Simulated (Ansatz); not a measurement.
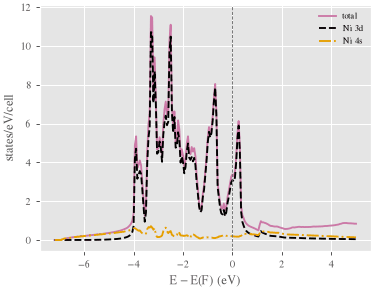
Total and projected density of states of Ni (diamond, Fd-3m), plane-wave PAW PBEsol (Ansatz code)

Task: Which orbitals carry the states next to the Fermi level?

Result: Within 0.5 eV of the Fermi level: Ni 3d 89 %, Ni 4s 8 %. Projections are on Löwdin-orthogonalised atomic valence shells; empty p or d shells of many metals are not among them.

Task: Where is the tallest occupied peak in this window, and what makes it?

Result: Near -3.3 eV, about 12 states/eV per cell; the largest projected share is Ni 3d.

The start of the workflow was typed in or built on a structure type; neither database checked (COD, Materials Project) lists it. It is not the phase usual at ambient conditions (space group No. 225). The PBEsol relaxation kept the symmetry of its start. At this level the phase is mechanically unstable. Spin order of the final state: ferromagnetic, chosen from 4 collinear starts compared on coarse meshes (ties went to the first, and starts can fall back to one state), not a proven ground state.

Potentials: the later of the program's two PAW sets.
